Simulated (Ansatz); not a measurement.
# UPBE-QIDH/6-31G(d) (spherical functions) run of CH3Cl2Si (SMILES [CH2][SiH](Cl)Cl)

What is the electronic atomisation energy of CH3Cl2Si at UPBE-QIDH/6-31G* (spherical functions)? 

The results are computed with Ansatz 0.2.0.

58 further runs of the same task are left out: 2 that didn't finish, 56 set aside as unsound or not needed. Runs told in other sessions of the task aren't counted.

## (1) The structure to begin with

CH3Cl2Si: 7 atoms, total charge 0, spin state doublet. SMILES: `[CH2][SiH](Cl)Cl`. The coordinates come from a PBE0-D4/def2-TZVP relaxation. This is one conformer, not always the lowest.

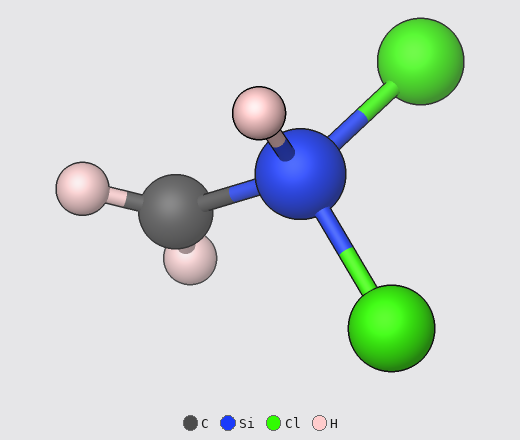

The structure, seen from a chosen angle (carbon dark grey, silicon blue, chlorine green, hydrogen pink).

## (2) A single-point energy at UPBE-QIDH/6-31G(d) (spherical functions)

Input file molecule.yaml:

```yaml
crystal:
  periodic: [false, false, false]
  atoms:
    - symbol: C
      position_ang: [-0.692700, 0.892600, 0.197500]
    - symbol: Si
      position_ang: [0.466300, -0.499500, -0.003900]
    - symbol: Cl
      position_ang: [1.593800, -0.235400, -1.694300]
    - symbol: Cl
      position_ang: [-0.574000, -2.252500, -0.209200]
    - symbol: H
      position_ang: [-1.447700, 1.127200, -0.545500]
    - symbol: H
      position_ang: [-0.668800, 1.540600, 1.067500]
    - symbol: H
      position_ang: [1.384500, -0.641000, 1.142000]
basis:
  gaussian: {orbitals: 6-31G_st_-spherical.json}
accuracy: high
output: {orbitals: {seedname: orbitals}}
hamiltonian: {xc: {name: PBE-QIDH}}
magnetization: {spin_polarized: true, initial_magnetization: 1}
correlation: {frozen_orbitals: {C: 1, Cl: 5, H: 0, Si: 5}}
```

The basis set 6-31G* is read from a file made from the Basis Set Exchange's data (not shown).

Run with:

```
$ ansatz run molecule.yaml --threads 1 --pin off --max-ram 3480MiB --events-out events.jsonl --progress --plain --runs-dir runs
```

Output:

```text
Warning: RAYON_NUM_THREADS=1 ignored (pool sized by the plan → 1); use --threads N
Functional definition: PBE-QIDH
  name "PBE-QIDH"
  parameter a = 3^(-1/3)
  parameter c = 1/3
  exchange = (1 - a)*pbe_x + a*exact_x
  correlation = (1 - c)*pbe_c + c*(mp2_os + mp2_ss)
1599 factors; integrals over basis functions are off by at most 3.7e-9 eV
mean field evaluation 1: about -33981.0046 eV, gradient 1.4e1 eV
mean field evaluation 2: about -33981.0680 eV, gradient 1.4e1 eV
mean field evaluation 4: about -33982.2279 eV, gradient 1.3e0 eV
mean field evaluation 8: about -33982.2465 eV, gradient 5.5e-2 eV
mean field evaluation 16: about -33982.2466 eV, gradient 3.7e-5 eV
mean field -33982.24655122 eV, -1248.8245267634 hartree, gradient 5.4e-8 eV, S^2 0.756375; 0 other end points of the search recorded, 0 dependent functions left out
16 core orbitals not correlated: weight in the atoms' cores, before any rotation towards them, 1.000 or more for the frozen orbitals, at most 0.000 for the correlated occupied ones
reference -33982.24655213 eV, -1248.8245267968 hartree; 13, 12 occupied and 45, 46 virtual orbitals, 1599 factors
second order -13.34108966 eV of doubles, -0.00000000 eV of singles
Total energy: -33986.69358202 eV, -1248.9879521308 hartree
```

Run time: 12 s. Hardware: 1 thread of Arm Neoverse V2, shared host; peak memory 0.36 GiB.

## (3) The C atom at the same level

Input file run.yaml:

```yaml
basis:
  gaussian:
    orbitals: 6-31G_st_-spherical.json
crystal:
  periodic: [false, false, false]
  atoms:
    - {symbol: C, position_ang: [0.000000, 0.000000, 0.000000]}
magnetization:
  spin_polarized: true
  initial_magnetization: 2
hamiltonian:
  xc: {name: PBE-QIDH}
correlation:
  frozen_orbitals: {C: 1}
accuracy: high
```

The basis set 6-31G* is read from a file made from the Basis Set Exchange's data (not shown).

Run the same way, it converges to -37.78314 Eh (log not shown).

## (4) The Cl atom at the same level

Input file job.yaml:

```yaml
crystal:
  periodic: [false, false, false]
  atoms:
    - {symbol: Cl, position_ang: [0.000000, 0.000000, 0.000000]}
basis:
  gaussian:
    orbitals: 6-31G_st_-spherical.json
correlation:
  frozen_orbitals: {Cl: 5}
hamiltonian:
  xc: {name: PBE-QIDH}
magnetization:
  spin_polarized: true
  initial_magnetization: 1
accuracy: high
```

The basis set 6-31G* is read from a file made from the Basis Set Exchange's data (not shown).

Run the same way, it converges to -459.86297 Eh (log not shown).

## (5) The H atom at the same level

Input file in.yaml:

```yaml
crystal:
  periodic: [false, false, false]
  atoms:
    - {symbol: H, position_ang: [0.000000, 0.000000, 0.000000]}
basis:
  gaussian:
    orbitals: "6-31G*"
magnetization:
  spin_polarized: true
  initial_magnetization: 1
hamiltonian:
  xc: {name: PBE-QIDH}
correlation:
  frozen_orbitals: {H: 0}
accuracy: high
```

Run the same way, it converges to -0.50012 Eh (log not shown).

## (6) The Si atom at the same level

Input file input.yaml:

```yaml
crystal:
  periodic: [false, false, false]
  atoms:
    - {symbol: Si, position_ang: [0.000000, 0.000000, 0.000000]}
basis:
  gaussian: {orbitals: 6-31G_st_-spherical.json}
magnetization: {spin_polarized: true, initial_magnetization: 2}
hamiltonian: {xc: {name: PBE-QIDH}}
correlation: {frozen_orbitals: {Si: 5}}
accuracy: high
```

The basis set 6-31G* is read from a file made from the Basis Set Exchange's data (not shown).

Run with:

```
$ ansatz run input.yaml --threads 1 --pin off --max-ram 3480MiB --events-out events.jsonl --progress --plain --runs-dir runs
```

Output, shortened:

```text
Warning: RAYON_NUM_THREADS=1 ignored (pool sized by the plan → 1); use --threads N
Functional definition: PBE-QIDH
  name "PBE-QIDH"
[...]
141 factors; integrals over basis functions are off by at most 2.6e-9 eV
[...]
mean field -7867.30533439 eV, -289.1181383878 hartree, gradient 5.9e-8 eV, S^2 2.004115; 0 other end points of the search recorded, 0 dependent functions left out
5 core orbitals not correlated: weight in the atoms' cores, before any rotation towards them, 1.000 or more for the frozen orbitals, at most 0.000 for the correlated occupied ones
reference -7867.30533499 eV, -289.1181384097 hartree; 3, 1 occupied and 10, 12 virtual orbitals, 141 factors
second order -1.26414758 eV of doubles, -0.00000000 eV of singles
Total energy: -7867.72671751 eV, -289.1336239320 hartree
```

It took 0.56 s on 1 thread of Arm Neoverse V2, shared host.

## (7) Results

At UPBE-QIDH/6-31G* (spherical functions), 16 core orbitals frozen:

| quantity | value |
| --- | --- |
| molecule: total energy | -1248.98795 Eh |
| molecule: HOMO energy (SCF part's orbitals) (highest over α and β) | -10.01 eV |
| molecule: LUMO energy (SCF part's orbitals) (lowest over α and β) | -0.51 eV |
| molecule: ⟨S²⟩ | 0.756 |
| C atom: total energy | -37.78314 Eh |
| C atom: ⟨S²⟩ | 2.003 |
| Cl atom: total energy | -459.86297 Eh |
| Cl atom: ⟨S²⟩ | 0.754 |
| H atom: total energy | -0.50012 Eh |
| H atom: ⟨S²⟩ | 0.750 |
| Si atom: total energy | -289.13362 Eh |
| Si atom: ⟨S²⟩ | 2.004 |
| electronic atomisation energy | 22.991 eV |

What this shows: Taking the molecule apart into free atoms costs 22.99 eV (2218 kJ/mol), before zero-point energy and without spin-orbit coupling.
